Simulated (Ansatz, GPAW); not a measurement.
# Dielectric function and optical constants of KS3Br (model structure), part 2 of 2

Wanted: where KS3Br (model structure) starts to absorb, how strongly, and its refractive index. The structure is a model built here, which may or may not match a known phase. It was built so: All Cl replaced by Br and O replaced by S in the R3m structure of KClO3. The cell is first relaxed with Ansatz.

GPAW 26.7.0; DFT, LDA, plane-wave PAW (GPAW data sets), scalar-relativistic, RPA, optical limit.

So far: The starting structure; Relaxation.

### Step 3. Ground state

The self-consistent density comes first; it also tells whether there is a gap, which decides the occupations and the need for a Drude term.

This step: DFT, LDA, plane-wave PAW (GPAW data sets), scalar-relativistic, ground state (GPAW 26.7.0).

File gs.py:

```python
from ase import Atoms
from ase.dft.bandgap import bandgap
from gpaw import GPAW, PW, FermiDirac

atoms = Atoms(['Br', 'K', 'S', 'S', 'S'],
              cell=[[3.56762997, 2.05977212, 3.12865949],
                    [-3.56762997, 2.05977212, 3.12865949],
                    [0.00000000, -4.11954424, 3.12865949]],
              scaled_positions=[[0.58039934, 0.58039934, 0.58039934],
                                [0.90697284, 0.90697284, 0.90697284],
                                [0.31172650, 0.31172650, 0.01413883],
                                [0.31172650, 0.01413883, 0.31172650],
                                [0.01413883, 0.31172650, 0.31172650]],
              pbc=[True, True, True])
atoms.calc = GPAW(mode=PW(400), xc='LDA', kpts={'size': (5, 5, 5), 'gamma': True},
                  occupations=FermiDirac(0.05), maxiter=150, txt='gs.txt')
print('energy (eV)', atoms.get_potential_energy())
print('Fermi level (eV)', atoms.calc.get_fermi_level())
print('valence electrons', atoms.calc.get_number_of_electrons())
print('gap (eV)', bandgap(atoms.calc, output=None)[0])
print('direct gap (eV)', bandgap(atoms.calc, direct=True, output=None)[0])
atoms.calc.write('gs.gpw')
```

Started as:

```
$ OMP_NUM_THREADS=1 python gs.py
```

Numbers of over 12 decimals in the logs are rounded to 6 here.

The program printed:

```text
__  _  _
 | _ |_)|_||  |
 |__||  | ||/\| - 26.7.0

Versions:
  Python: 3.12.14
  ASE:    3.29.0
  Numpy:  2.5.5
  Scipy:  1.18.1
  Libxc:  7.0.0

Input parameters:
  mode=PW(ecut=400.0),
  kpts=MonkhorstPack(size=(5, 5, 5), gamma=True),
  maxiter=150,
  occupations=Occupations(name='fermi-dirac', width=0.05, fixmagmom=False),
  xc=XC(name='LDA')

Diagonalizing LCAO Hamiltonian
Converting LCAO to pw mode

          K

          Br

           S
       S    S

Atoms  # Å, Bohr magnetons
|   | symbol |         x |         y |        z |    initial magnetic moments |
| 0 |     Br |  0.000000 |  0.000000 | 5.447616 | ( 0.0000,  0.0000,  0.0000) |
| 1 |      K | -0.000000 | -0.000000 | 8.512828 | ( 0.0000,  0.0000,  0.0000) |
| 2 |      S | -0.000000 |  1.225926 | 1.994808 | ( 0.0000,  0.0000,  0.0000) |
| 3 |      S |  1.061683 | -0.612963 | 1.994808 | ( 0.0000,  0.0000,  0.0000) |
| 4 |      S | -1.061683 | -0.612963 | 1.994808 | ( 0.0000,  0.0000,  0.0000) |

Unit cell  # Å
| periodic |         x |         y |        z |  lengths |    angles |
|      yes |  3.567630 |  2.059772 | 3.128659 | 5.172925 | 87.208555 |
|      yes | -3.567630 |  2.059772 | 3.128659 | 5.172925 | 87.208555 |
|      yes |  0.000000 | -4.119544 | 3.128659 | 5.172925 | 87.208555 |

Number of symmetries: 2
Symmetry operations  # r_c * U_cc + t_c -> r_c
|   | kind |            matrix            |
| 0 |  E   |  1, 0, 0,  0, 1, 0,  0, 0, 1 |
| 1 |  σ   |  0, 1, 0,  1, 0, 0,  0, 0, 1 |

BZ-sampling:
  Number of BZ points: 125
  Number of IBZ points: 39

  Monkhorst-Pack size: [5, 5, 5]
  Monkhorst-Pack shift: [0, 0, 0]

K-points  # in reciprocal-cell coordinates
|     |                                coordinates |     weight |
|   0 | (  0.00000000,   0.00000000,   0.00000000) | 0.00800000 |
|   1 | (  0.00000000,   0.00000000,   0.20000000) | 0.01600000 |
|   2 | (  0.00000000,   0.00000000,   0.40000000) | 0.01600000 |
|   3 | (  0.20000000,  -0.20000000,   0.00000000) | 0.01600000 |
|   4 | (  0.20000000,  -0.20000000,   0.20000000) | 0.03200000 |
|   5 | (  0.20000000,  -0.20000000,   0.40000000) | 0.03200000 |
|   6 | (  0.20000000,   0.00000000,  -0.40000000) | 0.03200000 |
|   7 | (  0.20000000,   0.00000000,  -0.20000000) | 0.03200000 |
|   8 | (  0.20000000,   0.00000000,   0.00000000) | 0.03200000 |
|   9 | (  0.20000000,   0.00000000,   0.20000000) | 0.03200000 |
| ... |                                            |            |
|  38 | (  0.40000000,   0.40000000,   0.40000000) | 0.01600000 |

Plane wave coefficients: 2555
Cutoff: 400.0 eV

Spin-components: 1 (collinear spins)
Bands:           21
Projectors:      25
Spin-degeneracy: 2
Datatype:        complex128

Parallelization:
  kpt:    1
  domain: 1
  band:   1

Density:
  Valence electrons: 34.0
  Components: 1
  Grid points: [24 24 24]
  Charge: 0.0  # |e|

Potential:
  Grid points: [24 24 24]

species:
  Br:
    name:    Bromine
    id:
    Z:       35.0
    valence: 7
    core:    28
    charge:  0.0  # [|e|]
    compensation charges:
      type: gauss
      rc: 0.35  # [Å]
      lmax: 2
    cutoffs:
      filter: 1.98  # [Å]
      core: 2.38  # [Å]
    projectors
    | kind |    occ | energy [eV] | rcut [Å] |
    |   4s |  2.000 |     -20.306 |    1.111 |
    |   4p |  5.000 |      -8.003 |    1.111 |
    |    s |        |       6.906 |    1.111 |
    |    p |        |      19.208 |    1.111 |
    |    d |        |       0.000 |    1.111 |

    Using partial waves for Br as LCAO basis

  K:
    name:    Potassium
    id:
    Z:       19.0
    valence: 9
    core:    10
    charge:  0.0  # [|e|]
    compensation charges:
      type: gauss
      rc: 0.35  # [Å]
      lmax: 2
    cutoffs:
      filter: 1.91  # [Å]
      core: 1.27  # [Å]
    projectors
    | kind |    occ | energy [eV] | rcut [Å] |
    |   3s |  2.000 |     -35.177 |    1.122 |
    |   4s |  1.000 |      -2.428 |    1.122 |
    |   3p |  6.000 |     -18.839 |    1.106 |
    |    p |        |       8.373 |    1.106 |
    |    d |        |       0.000 |    0.937 |

    Using partial waves for K as LCAO basis

  S:
    name:    Sulfur
    id:
    Z:       16.0
    valence: 6
    core:    10
    charge:  0.0  # [|e|]
    compensation charges:
      type: gauss
      rc: 0.24  # [Å]
      lmax: 2
    cutoffs:
      filter: 1.77  # [Å]
      core: 1.66  # [Å]
    projectors
    | kind |    occ | energy [eV] | rcut [Å] |
    |   3s |  2.000 |     -17.278 |    0.974 |
    |   3p |  4.000 |      -7.106 |    0.979 |
    |    s |        |       9.933 |    0.974 |
    |    p |        |      20.105 |    0.979 |
    |    d |        |       0.000 |    0.900 |

    Using partial waves for S as LCAO basis

Reference energy: -119626.966204  # eV

eigensolver:
  PPCG
  Converge bands: occupied
  niter=2

density mixing:
  MSR1-Mixer
  Pratt-step length: 0.05
  Maximum mixing coefficient: 0.75
  Old densities: 10
  SVD Regularization: 0.005
  Good broyden scale: 1.0
  Trust region scale: 1.0
  Backstep threshold: 4.0
  History deletion threshold: 6.0
  Fourier metric: weight=20.0, sigma=0.015

occupation numbers:
  Fermi-Dirac:
    width: 0.0500  # eV

poisson solver:
  ecut: 3200.0  # eV

xc functional:
  name: None

convergence criteria:
- Maximum [total energy] change in last 3 cyles: 0.0005 eV / valence electron
- Maximum integral of absolute [dens]ity change: 0.0001 electrons / valence electron
- Maximum integral of absolute [eigenst]ate change: 4e-08 eV^2 / valence electron
maximum number of iterations: 150

SCF iterations
|iter     |      energy | eigst |  dens |
|iter:   1||  -19.218943 | +0.02 |       |
|iter:   2||  -19.190767 | -1.73 | -1.13 |
|iter:   3||  -18.767447 | -1.76 | -1.17 |
|iter:   4||  -18.740178 | -2.62 | -1.68 |
|iter:   5||  -18.738314 | -3.85 | -2.15 |
|iter:   6||  -18.738100c| -4.54 | -2.61 |
|iter:   7||  -18.738012c| -5.30 | -3.13 |
|iter:   8||  -18.738011c| -6.69 | -3.69 |
|iter:   9||  -18.738011c| -8.15c| -4.32c|

Converged in 9 steps
SCF loop duration: 22.420 s (2.491 s/step)
Energy contributions relative to reference atoms: (reference = -119626.966204)

Energy contributions:
  Kinetic:          16.178426
  Coulomb:         -13.939085
  Zero:             -0.516495
  External:          0.000000
  Xc:              -20.460856
  Entropy:          -0.000002
  Spinorbit:         0.000000
  ----------------------------
  Free energy:     -18.738012
  Extrapolated:    -18.738011

dipole moment: (-0.000000, 0.000000, -14.404546)  # |e|*Ang

Fermi level: 2.996
Eigenvalues  # (at kpt = [0.000, 0.000, 0.000])
| band index |      eig [eV] | occ [0-2] |
|          0 |       -26.789 |     2.000 |
|        ... |               |           |
|          9 |        -2.131 |     2.000 |
|         10 |        -2.131 |     2.000 |
|         11 |        -1.459 |     2.000 |
|         12 |         0.915 |     2.000 |
|         13 |         1.024 |     2.000 |
|         14 |         1.024 |     2.000 |
|         15 |         1.437 |     2.000 |
|         16 |         1.437 |     2.000 |
|         17 |         3.639 |     0.000 |
|         18 |         5.270 |     0.000 |
|         19 |         5.270 |     0.000 |
|         20 |         6.299 |     0.000 |

Gap: 1.231 eV
Transition (v -> c):
  (s=0, k=34, n=16, [0.40, 0.40, -0.40]) -> (s=0, k=2, n=17, [0.00, 0.00, 0.40])
Direct/indirect transitions are different
Direct gap: 1.421 eV
Transition at: (s=0, k=2, n=16, [0.00, 0.00, 0.40])

--- standard output ---
energy (eV) -18.738011
Fermi level (eV) 2.995611
valence electrons 34.0
gap (eV) 1.230584
direct gap (eV) 1.421399
```

It took 24 s on 1 thread of Arm Neoverse V2, shared host; peak memory 0.2 GiB.

Numbers from this step:

* energy: -18.74 eV
* Fermi energy: 2.996 eV
* gap on the k-mesh: 1.231 eV
* direct gap on the mesh: 1.421 eV
* electrons: 34

There is a gap, 1.23 eV on this mesh (points off the mesh can give less), so no carriers' term is needed.

### Step 4. Bands for the response

The response needs many more empty bands than the density does.

This step: DFT, LDA, plane-wave PAW (GPAW data sets), scalar-relativistic, bands at fixed density (GPAW 26.7.0).

File nscf.py:

```python
from ase.dft.bandgap import bandgap
from gpaw import GPAW, FermiDirac

calc = GPAW('gs.gpw').fixed_density(kpts={'size': (6, 6, 6), 'gamma': True}, nbands=68, convergence={'bands': 62},
                                    occupations=FermiDirac(0.001), txt='nscf.txt')
print('gap (eV)', bandgap(calc, output=None)[0])
print('direct gap (eV)', bandgap(calc, direct=True, output=None)[0])
print('top band over the Fermi level (eV)', min(calc.get_eigenvalues(kpt=k)[61] for k in range(len(calc.get_ibz_k_points()))) - calc.get_fermi_level())
calc.write('full.gpw', mode='all')
```

Started as:

```
$ OMP_NUM_THREADS=1 python nscf.py
```

The program printed:

```text
Diagonalizing LCAO Hamiltonian
Converting LCAO to pw mode
convergence criteria:
- Maximum integral of absolute [eigenst]ate change: 4e-08 eV^2 / valence electron
maximum number of iterations: 150

SCF iterations
|iter     |      energy | eigst |  dens |
|iter:   1||             | +3.47 |       |
|iter:   2||             | +2.26 |       |
|iter:   3||             | +1.21 |       |
|iter:   4||             | +0.07 |       |
|iter:   5||             | -0.75 |       |
|iter:   6||             | -1.46 |       |
|iter:   7||             | -2.03 |       |
|iter:   8||             | -2.68 |       |
|iter:   9||             | -3.27 |       |
|iter:  10||             | -3.92 |       |
|iter:  11||             | -4.49 |       |
|iter:  12||             | -5.12 |       |
|iter:  13||             | -5.65 |       |
|iter:  14||             | -6.10 |       |
|iter:  15||             | -6.43 |       |
|iter:  16||             | -6.72 |       |
|iter:  17||             | -6.96 |       |
|iter:  18||             | -7.20 |       |
|iter:  19||             | -7.48c|       |
SCF steps: 19
  __  _  _
 | _ |_)|_||  |
 |__||  | ||/\| - 26.7.0

Versions:
  Python: 3.12.14
  ASE:    3.29.0
  Numpy:  2.5.5
  Scipy:  1.18.1
  Libxc:  7.0.0

Input parameters:
  mode=PW(ecut=400.0),
  convergence={'bands': 62},
  gpts=array([24, 24, 24]),
  kpts=MonkhorstPack(size=(6, 6, 6), gamma=True),
  maxiter=150,
  nbands=68,
  occupations=Occupations(name='fermi-dirac', width=0.001, fixmagmom=False),
  parallel={},
  xc=XC(name='LDA')

--- standard output ---
gap (eV) 1.225252
direct gap (eV) 1.335100
top band over the Fermi level (eV) 21.213111
```

It took 4.4 min on 1 thread; peak memory 0.39 GiB.

Numbers from this step:

* gap on the k-mesh: 1.225 eV
* direct gap on the mesh: 1.335 eV

### Step 5. Dielectric function, RPA

Transitions between filled and empty bands, summed over the zone, give the optical response, so mesh, band count and broadening shape it.

The induced potential is part of this response.

This step: DFT, LDA, plane-wave PAW (GPAW data sets), scalar-relativistic, RPA, optical limit (GPAW 26.7.0).

File df.py:

```python
from gpaw.response.df import DielectricFunction

df = DielectricFunction('full.gpw', frequencies={'type': 'nonlinear', 'domega0': 0.03, 'omega2': 8},
                        ecut=50,
                        eta=0.2,
                        nbands=62,
                        txt='df.txt')
for direction in ['x', 'z']:
    df.get_dielectric_function(xc='RPA', direction=direction, filename=f'df_{direction}.csv')
```

Started as:

```
$ OMP_NUM_THREADS=1 python df.py
```

The program printed:

```text
Using integrator: PointIntegrator
NonLinearFrequencyDescriptor(from 0.000 to 52.646 eV, 472 points)
Nonperiodic BCs:  [False False False]
Using integrator: PointIntegrator
NonLinearFrequencyDescriptor(from 0.000 to 52.646 eV, 472 points)
Nonperiodic BCs:  [False False False]

Calculating chi0 body with:
    Ground state adapter containing:
    Number of spins: 1
    Number of kpoints: 216
    Number of irreducible kpoints: 68
    Number of completely occupied states: 17
    Number of partially occupied states: 17

    Linear response parametrization:
    q_c: [0.0, 0.0, 0.0]
    Number of frequency points: 472
    Planewave cutoff: 50.0
    Number of bands: 62
    Number of planewaves: 99
    Broadening (eta): 0.2

Integrating chi0 body.

Symmetries of q_c:
    Direct symmetries (Uq -> q): 2
    Indirect symmetries (TUq -> q): 2
In total 4 allowed symmetries.

68 groups of equivalent kpoints. 68.518519% reduction.

Integral kind: spectral function

Calculating chi0 optical extensions with:
    Ground state adapter containing:
    Number of spins: 1
    Number of kpoints: 216
    Number of irreducible kpoints: 68
    Number of completely occupied states: 17
    Number of partially occupied states: 17

    Linear response parametrization:
    Number of frequency points: 472
    Planewave cutoff: 50.0
    Number of bands: 62
    Number of planewaves: 99
    Broadening (eta): 0.2
Integrating chi0 head and wings.

Symmetries of q_c:
    Direct symmetries (Uq -> q): 2
    Indirect symmetries (TUq -> q): 2
In total 4 allowed symmetries.

68 groups of equivalent kpoints. 68.518519% reduction.

Integral kind: spectral function wings
```

Elapsed: 29 s, on 1 thread; peak memory 0.48 GiB.

Numbers from this step:

| Item | Value |
| --- | --- |
| electronic dielectric constant ε∞, mean over x, y and z (by symmetry where fewer were run) | 4.952 |
| main peak of Im epsilon, first axis | 3.770 eV |

Some rows of df_x.csv (energy; Re and Im without local fields; Re and Im with them):

```text
0.000000, 7.469778, -0.000000, 5.886388, -0.000000
0.555532, 7.612120, 0.109278, 5.999048, 0.086864
1.143969, 8.163912, 0.319745, 6.440825, 0.260457
1.768324, 9.286427, 1.203482, 7.317437, 1.019379
2.431988, 10.968189, 3.988114, 8.506735, 3.312326
3.138794, 8.052179, 5.970292, 5.944902, 4.753035
3.893091, 3.002990, 10.549910, 2.307065, 8.351595
4.699832, 0.338049, 4.202960, -1.138724, 3.293985
5.564682, 3.028437, 6.223363, 1.627408, 1.679150
6.494155, 1.385467, 4.711035, 2.094931, 2.908035
7.495775, -0.024821, 3.852448, 0.800636, 2.646542
8.578281, -0.383704, 3.124713, 0.923242, 2.070224
9.751884, -1.132883, 2.660957, 1.331428, 2.784800
11.028587, -0.556494, 1.636103, 0.348223, 2.119959
12.422601, -0.259928, 1.315528, 0.218483, 1.494165
13.950874, -0.018734, 0.907246, 0.316686, 1.284040
15.633783, 0.099639, 0.679349, 0.156746, 0.860706
17.496047, 0.535796, 0.517397, 0.492449, 0.619594
19.567954, 0.558702, 0.983551, 0.552564, 0.584716
```

Values under the direct gap are tails of Lorentzian lines. Table of Im ε by photon energy; read off at these points:

| photon energy (eV) | E ∥ x | E ∥ z |
| --- | --- | --- |
| 0.0 | 0 | 0 |
| 1.0 | 0.198 | 0.0487 |
| 2.0 | 1.61 | 0.319 |
| 3.0 | 4.92 | 0.506 |
| 3.8 | 8.78 | 0.748 |
| 4.0 | 7.78 | 0.901 |
| 5.0 | 1.95 | 0.444 |
| 6.0 | 2.06 | 1.25 |
| 7.0 | 3.23 | 2.93 |
| 7.7 | 2.39 | 3.84 |
| 8.0 | 2.15 | 3.34 |
| 9.0 | 1.70 | 2.18 |
| 9.8 | 2.80 | 2.04 |
| 10.0 | 2.79 | 1.97 |
| 11.0 | 2.14 | 2.09 |
| 12.0 | 1.64 | 1.71 |
| 13.0 | 1.36 | 1.36 |
| 14.0 | 1.29 | 1.28 |
| 15.0 | 1.03 | 1.03 |
| 16.0 | 0.766 | 1.27 |
| 17.0 | 0.565 | 1.26 |
| 18.0 | 0.655 | 1.12 |
| 19.0 | 0.573 | 0.924 |
| 20.0 | 0.569 | 0.822 |
| 21.0 | 0.538 | 0.832 |

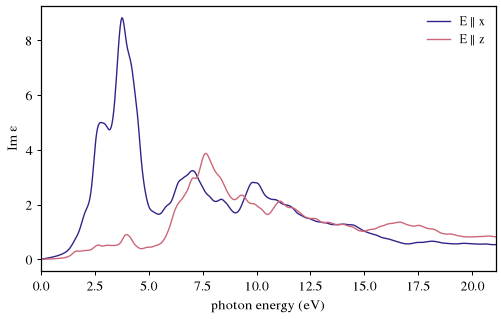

Im ε, plotted against photon energy.

Table of Re ε by photon energy:

| photon energy (eV) | E ∥ x | E ∥ z |
| --- | --- | --- |
| 0 | 5.89 | 3.08 |
| 2 | 7.60 | 3.20 |
| 4 | 1.58 | 3.08 |
| 6 | 2.19 | 4.42 |
| 8 | 0.930 | 1.64 |
| 10 | 0.867 | 1.05 |
| 12 | 0.158 | 0.677 |
| 14 | 0.306 | 0.751 |
| 16 | 0.212 | 0.932 |
| 18 | 0.517 | 0.478 |
| 20 | 0.542 | 0.532 |

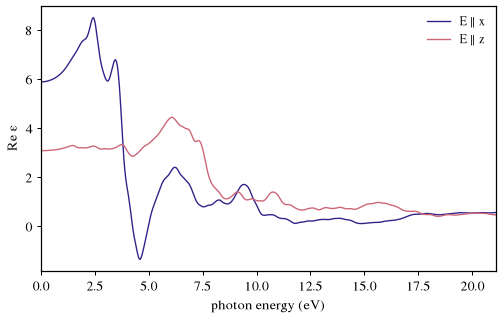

Re ε against photon energy.

The loss function −Im 1/ε at q → 0 has structure finer than the step of the table below, so its rows give means over 1 eV, whole bins alone (the curve runs from 0 to 21.1 eV). Peaks (eV: height): E ∥ x 5.1: 0.527, 16.6: 1.32; E ∥ z 14.6: 0.645.

Values under the direct gap are tails of Lorentzian lines. Loss function −Im 1/ε at q → 0 against energy loss; means over each step:

| energy loss (eV) | E ∥ x | E ∥ z |
| --- | --- | --- |
| 1 | 0.00571 | 0.00669 |
| 2 | 0.0259 | 0.0309 |
| 3 | 0.0726 | 0.0488 |
| 4 | 0.122 | 0.0685 |
| 5 | 0.388 | 0.0386 |
| 6 | 0.241 | 0.0638 |
| 7 | 0.269 | 0.128 |
| 8 | 0.378 | 0.236 |
| 9 | 0.365 | 0.334 |
| 10 | 0.337 | 0.395 |
| 11 | 0.460 | 0.378 |
| 12 | 0.595 | 0.497 |
| 13 | 0.708 | 0.562 |
| 14 | 0.748 | 0.594 |
| 15 | 0.945 | 0.581 |
| 16 | 1.21 | 0.520 |
| 17 | 1.16 | 0.624 |
| 18 | 0.971 | 0.758 |
| 19 | 0.964 | 0.875 |
| 20 | 0.911 | 0.864 |

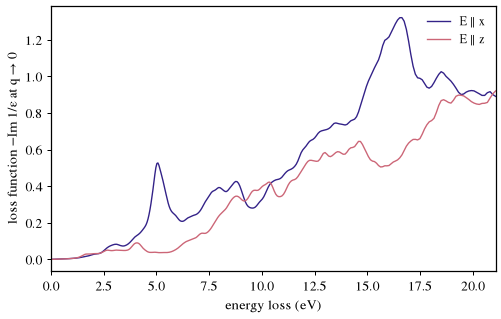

Loss function −Im 1/ε at q → 0 against energy loss.

Refractive index n and extinction k against photon energy:

| photon energy (eV) | n, E ∥ x | k, E ∥ x | n, E ∥ z | k, E ∥ z |
| --- | --- | --- | --- | --- |
| 0.0 | 2.43 | 0 | 1.76 | 0 |
| 2.5 | 2.97 | 0.666 | 1.81 | 0.127 |
| 5.0 | 1.00 | 0.974 | 1.84 | 0.121 |
| 7.5 | 1.33 | 0.990 | 2.00 | 0.917 |
| 10.0 | 1.38 | 1.01 | 1.28 | 0.769 |
| 12.5 | 0.925 | 0.799 | 1.10 | 0.681 |
| 15.0 | 0.761 | 0.678 | 1.05 | 0.492 |
| 17.5 | 0.801 | 0.387 | 0.988 | 0.628 |
| 20.0 | 0.815 | 0.349 | 0.869 | 0.473 |

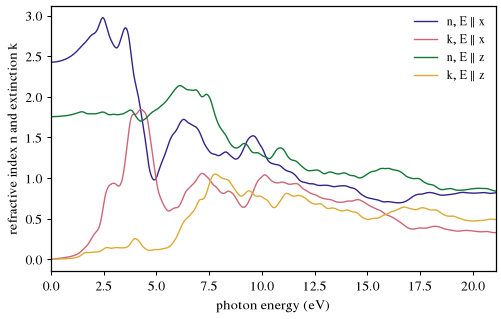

Refractive index n and extinction k, plotted against photon energy.

The reflectivity at normal incidence has structure finer than the step of the table below, so its rows give means over 1 eV, whole bins alone (the curve runs from 0 to 21.1 eV). Peaks (eV: height): E ∥ x 4.6: 37.5, 7.2: 18.6, 10.2: 18.4; E ∥ z 3.8: 9.17, 7.7: 19.6, 11.2: 12.6, 18.3: 9.67.

Reflectivity at normal incidence against photon energy; means over each step:

| photon energy (eV) | E ∥ x (%) | E ∥ z (%) |
| --- | --- | --- |
| 1 | 18.7 | 7.95 |
| 2 | 22.8 | 8.24 |
| 3 | 26.0 | 8.21 |
| 4 | 34.5 | 8.20 |
| 5 | 21.4 | 8.98 |
| 6 | 11.4 | 13.3 |
| 7 | 17.2 | 16.2 |
| 8 | 14.0 | 18.1 |
| 9 | 10.7 | 13.3 |
| 10 | 16.6 | 11.2 |
| 11 | 16.7 | 11.0 |
| 12 | 16.4 | 11.3 |
| 13 | 13.6 | 9.13 |
| 14 | 12.7 | 7.93 |
| 15 | 14.3 | 6.01 |
| 16 | 11.8 | 6.98 |
| 17 | 7.10 | 8.81 |
| 18 | 5.60 | 9.43 |
| 19 | 5.02 | 8.01 |
| 20 | 4.51 | 6.65 |

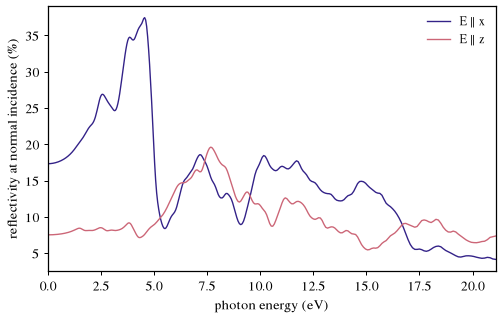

Reflectivity at normal incidence, plotted against photon energy.

Optical constants at common wavelengths, from n + ik = √ε:

| wavelength (nm) | n x | k x | R (%) x | 1/α x | n z | k z | R (%) z | 1/α z |
| --- | --- | --- | --- | --- | --- | --- | --- | --- |
| 1550 | 2.48 | 0.028 | 18.0 | 4.4 µm | 1.77 | 0.009 | 7.7 | 14 µm |
| 1064 | 2.54 | 0.054 | 19.0 | 1.6 µm | 1.79 | 0.020 | 8.1 | 4.1 µm |
| 800 | 2.65 | 0.127 | 20.5 | 502 nm | 1.81 | 0.073 | 8.4 | 876 nm |
| 633 | 2.76 | 0.271 | 22.4 | 186 nm | 1.79 | 0.088 | 8.1 | 574 nm |
| 532 | 2.91 | 0.431 | 24.8 | 98 nm | 1.81 | 0.099 | 8.4 | 427 nm |
| 405 | 2.61 | 0.930 | 24.9 | 35 nm | 1.78 | 0.145 | 8.2 | 223 nm |
| 193 | 1.70 | 0.842 | 15.0 | 18 nm | 2.09 | 0.499 | 14.7 | 31 nm |

Below the direct gap, k and the depth come from the tails of the Lorentzian lines, not from transitions.

Rows near the edge hang on the gap, which this functional as a rule makes too small, and phonon-assisted absorption is left out.

### Step 6. Results

| Property | Result |
| --- | --- |
| electronic dielectric constant ε∞, mean over x, y and z (by symmetry where fewer were run) (RPA) | 4.95 |
| main peak of Im epsilon, first axis | 3.77 eV |

**Reading.** At this level (LDA, RPA) KS3Br has a mean ε∞ = 4.95 and n = 2.48 at 1550 nm (E ∥ x), and Im ε peaks at 3.8 eV (E ∥ x). The cell shrank by 19.1 % in volume. On the mesh the gap is 1.23 eV and the least direct gap 1.34 eV, so on this mesh the band edges lie at different points. Local fields change the static value along x from 7.47 to 5.89 (-21 %). Distinct maxima of Im ε, read by a parabola through the highest points, lie at 3.77 eV (8.8), 7.04 eV (3.2) and 9.84 eV (2.8) for E ∥ x. The static values by axis are 5.89 (x), 3.08 (z). Excitons and phonon-assisted transitions are missing; LDA gaps are as a rule too small, which pulls the onset down and ε∞ up. The sum runs over mesh points, so small or evenly spaced maxima can still be ripples of the mesh. The curves end at 21 eV, about where the summed bands run out. Besides steps told in other documents, this task had 1 run with a known fault of program or setting; those not told in a step above aren't shown.

[Machine, clock and banner lines and Python warnings are left out of the logs.]

[Logs are printed without paths, hosts, clocks, repeated set-up lines and the standing remarks that a program may print on its own settings, such as how far it seeks lower states.]

[Hosts, paths, dates, database ids (printed as entryN), source tags and the programs' standing remarks are cut or masked in the printed files.]
